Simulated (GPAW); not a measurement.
Band structure of LiCd3 (P6_3/mmc, 8 atoms in the cell).

```yaml
crystal:
  lattice:
    - [6.11013, 0.00000, 0.00000]
    - [-3.05506, 5.29153, 0.00000]
    - [0.00000, 0.00000, 4.84924]
  atoms:
    - { symbol: Li, position: [0.66667, 0.33333, 0.25000] }
    - { symbol: Li, position: [0.33333, 0.66667, 0.75000] }
    - { symbol: Cd, position: [0.83012, 0.16988, 0.75000] }
    - { symbol: Cd, position: [0.16988, 0.83012, 0.25000] }
    - { symbol: Cd, position: [0.66024, 0.83012, 0.25000] }
    - { symbol: Cd, position: [0.33976, 0.16988, 0.75000] }
    - { symbol: Cd, position: [0.83012, 0.66024, 0.75000] }
    - { symbol: Cd, position: [0.16988, 0.33976, 0.25000] }
```

Computed with PBEsol, GPAW PAW datasets PBEsol (made by gpaw-setup) (plane waves; GPAW).

Settings: mode = pw; ecut = 550 eV; xc = PBEsol; kpts = 4 4 5; mesh shift (steps) = 0 0 0; occupations.name = fermi-dirac; occupations.width = 0.136 eV; nbands = -16; symmetry.symmorphic = false; symmetry.tolerance = 0.0005; maxiter = 100; bandpath_npoints = 40.

The starting cell comes from a database of computed structures (which also holds hypothetical and non-ambient phases and stackings), without a prior relaxation at this level.

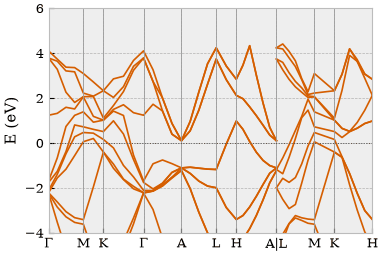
Fig. 1. Bands along the path, energies from the Fermi level.

Levels in eV from the Fermi level, bands 34 to 41:
| point | 34 | 35 | 36 | 37 | 38 | 39 | 40 | 41 |
|---|---|---|---|---|---|---|---|---|
| Γ | -2.21 | -2.21 | -2.10 | -1.75 | -1.69 | 1.24 | 3.79 | 3.79 |
| M | -3.41 | 0.06 | 0.47 | 0.72 | 1.39 | 2.06 | 2.07 | 2.23 |
| K | -0.40 | -0.40 | 0.16 | 0.51 | 1.02 | 1.02 | 1.11 | 2.33 |
| A | -1.22 | -1.10 | -1.10 | -1.10 | -1.10 | 0.11 | 0.11 | 0.11 |
| L | -4.54 | -1.99 | -1.99 | -1.17 | -1.17 | 3.74 | 3.74 | 4.24 |
| H | -4.54 | -3.40 | -3.40 | 0.98 | 0.98 | 2.12 | 2.12 | 2.84 |

Bands cross the Fermi level along this path, so the cell is metallic at this level.
